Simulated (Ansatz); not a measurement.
**Ligand exchange: SiH2Br2 + CuH → SiH3Br + CuBr**

Species: SiH2Br2 (dibromosilane) `Br[SiH2]Br`, singlet; CuH, singlet; SiH3Br `[SiH3]Br`, singlet; CuBr (copper(i) bromide), singlet. The partners trade Br for H: Si–Br and Cu–H bonds give way to Si–H and Cu–Br.

Shapes, held fixed at every level: PBE0-D4/def2-TZVP. Programs: Ansatz 0.2.0. The zero-point and thermal change to 298 K, harmonic and unscaled (PBE0-D4/def2-TZVP), is +5.5 kJ/mol.

```csv
level,kind,ΔH(298 K) (kJ/mol)
HF/def2-SVP,Hartree–Fock,-126.7
PBE-D4/def2-TZVPP,GGA,-31.8
r2SCAN-D4/def2-TZVPP,meta-GGA,-43.7
BHLYP-D4/def2-TZVPP,global hybrid,-72.4
PBE0-D4/def2-TZVPP,global hybrid,-52.2
wB97M-V/def2-TZVPP,range-separated hybrid,-55.3
wB97X-V/def2-TZVPP,range-separated hybrid,-63.4
```

wB97X-V/def2-TZVPP gives ΔH(298 K) = -63.4 kJ/mol; the levels span -126.7 to -31.8. The median of the levels is -55.3. No measured value is set beside it here. Relativity is left out for Br unless named.

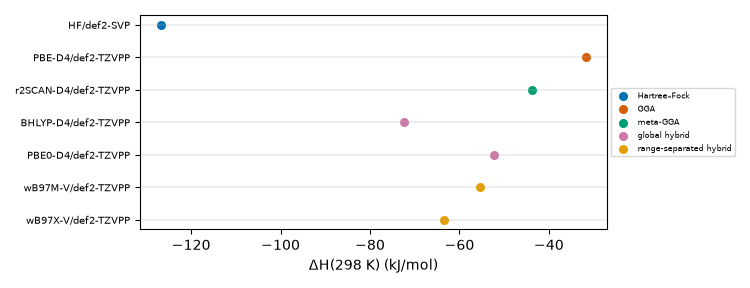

The values of the table, level by level.
